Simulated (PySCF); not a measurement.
C$_{4}$H$_{7}$BO: core-level calculation

The run: core-level calculation of C$_{4}$H$_{7}$BO, SMILES BC(=C)OC=C. Method and program: delta-SCF UKS SCAN, pcX-2 on the ionised atom, pcseg-1 elsewhere, spin-free X2C (PySCF 2.14.0).

Figures and captions count atoms from 1; the log counts them from 0 in places.

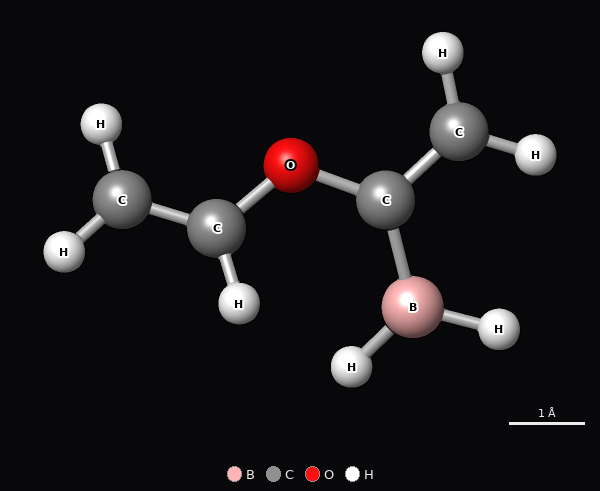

*The structure (ball-and-stick view, seen at a tilt).*

Bond lengths as drawn: B–C 1.55 Å, B–H 1.21 Å, C–C 1.33 to 1.35 Å, C–H 1.09 to 1.10 Å and C–O 1.35 to 1.37 Å.

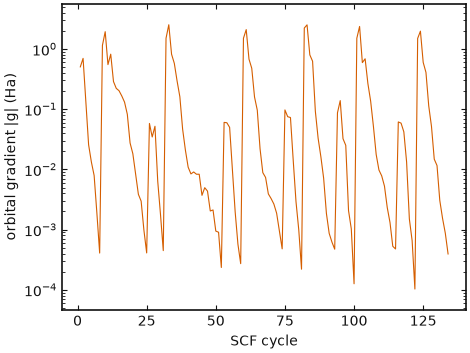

*Convergence of the self-consistent field: orbital gradient |g| against the SCF cycle.*

All cycles printed in the log are drawn one after another.

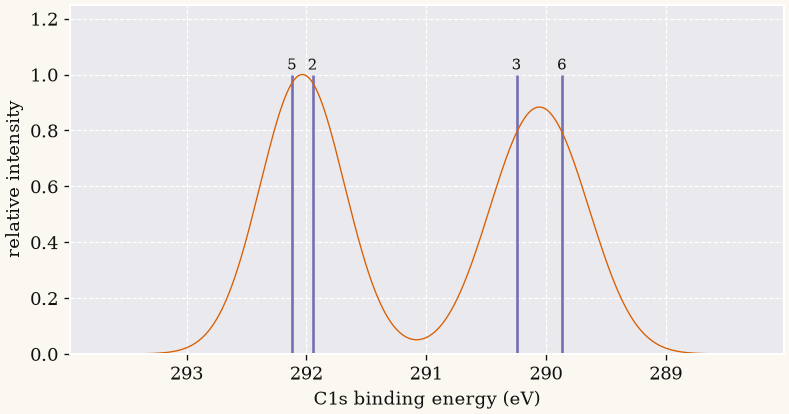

*C1s binding energies by ΔSCF of the atoms computed, labelled by atom number, with a Gaussian envelope of 0.8 eV full width.*

They run from 289.87 eV (atom 6) to 292.12 eV (atom 5).

These pictures come from the run below.

Input file
```
{"job": {"kind": "xps"}, "charge": 0, "multiplicity": 1}
B     -1.239108    -1.094784    -0.825311
C     -0.858736     0.305972    -0.295212
C     -1.769480     1.298957    -0.408094
O      0.257141     0.580829     0.442622
C      1.354251    -0.204328     0.343308
C      2.391634    -0.069345     1.167525
H     -2.196996    -1.172225    -1.553454
H     -0.648340    -2.097412    -0.505886
H     -2.684672     1.131001    -0.975475
H     -1.620425     2.267234     0.080070
H      1.339331    -0.938677    -0.469496
H      3.270678    -0.699685     1.035237
H      2.381066     0.668124     1.972671
```

The first line tells a small driver script what to run in PySCF; the rest is the geometry in Å.

Launched with:
```bash
OMP_NUM_THREADS=1 python <driver script> task.json out
```

What the program printed
```
ground state, core basis on atom 0 (B), 150 functions
  cycle   1  E = -256.51342731  |g| = 5.05e-01
  cycle   2  E = -256.46074408  |g| = 6.99e-01
  cycle   3  E = -256.57081489  |g| = 1.34e-01
  cycle   4  E = -256.57487996  |g| = 2.57e-02
  cycle   5  E = -256.57500783  |g| = 1.33e-02
  cycle   6  E = -256.57504434  |g| = 7.92e-03
  cycle   7  E = -256.57506068  |g| = 1.86e-03
  cycle   8  E = -256.57506260  |g| = 4.08e-04
  E(ground) = -256.58796401 Eh
hole in B 1s of atom 0
  cycle   1  E = -248.95428738  |g| = 1.15e+00
  cycle   2  E = -247.22284510  |g| = 1.94e+00
[... 15 cycles left out ...]
  E(ion) = -249.42275760 Eh   <S^2> = 1.5177   hole on atom = 1.000   binding energy = 194.975 eV
ground state, core basis on atom 1 (C), 150 functions
[... 6 cycles left out ...]
  E(ground) = -256.59915845 Eh
hole in C 1s of atom 1
[... 21 cycles left out ...]
  E(ion) = -245.87030737 Eh   <S^2> = 0.9520   hole on atom = 1.000   binding energy = 291.947 eV
ground state, core basis on atom 2 (C), 150 functions
[... 7 cycles left out ...]
  E(ground) = -256.59611671 Eh
hole in C 1s of atom 2
[... 15 cycles left out ...]
  E(ion) = -245.92982030 Eh   <S^2> = 0.8502   hole on atom = 1.000   binding energy = 290.245 eV
ground state, core basis on atom 3 (O), 150 functions
[... 7 cycles left out ...]
  E(ground) = -256.62334805 Eh
hole in O 1s of atom 3
[... 12 cycles left out ...]
  E(ion) = -236.80859106 Eh   <S^2> = 0.7633   hole on atom = 1.000   binding energy = 539.187 eV
ground state, core basis on atom 4 (C), 150 functions
[... 7 cycles left out ...]
  E(ground) = -256.59901576 Eh
hole in C 1s of atom 4
[... 15 cycles left out ...]
  E(ion) = -245.86384147 Eh   <S^2> = 0.8542   hole on atom = 1.000   binding energy = 292.119 eV
ground state, core basis on atom 5 (C), 150 functions
[... 7 cycles left out ...]
  E(ground) = -256.59676043 Eh
hole in C 1s of atom 5
[... 2 cycles left out ...]
  cycle   3  E = -245.73956918  |g| = 6.00e-01
  cycle   4  E = -245.85389732  |g| = 4.09e-01
  cycle   5  E = -245.92704077  |g| = 1.14e-01
  cycle   6  E = -245.93184654  |g| = 5.18e-02
  cycle   7  E = -245.93304186  |g| = 1.48e-02
  cycle   8  E = -245.93310388  |g| = 1.16e-02
  cycle   9  E = -245.93317843  |g| = 3.06e-03
  cycle  10  E = -245.93318651  |g| = 1.54e-03
  cycle  11  E = -245.93319000  |g| = 8.71e-04
  cycle  12  E = -245.93319108  |g| = 3.94e-04
  E(ion) = -245.94440407 Eh   <S^2> = 0.7796   hole on atom = 1.000   binding energy = 289.865 eV
```

Results in brief

| quantity | value |
| --- | --- |
| outcome | converged |
| hardware | 1 CPU thread, shared host |
| wall time | 37 s |
| peak memory | 0.53 GiB |

Remarks

The core-hole state is spin-contaminated.
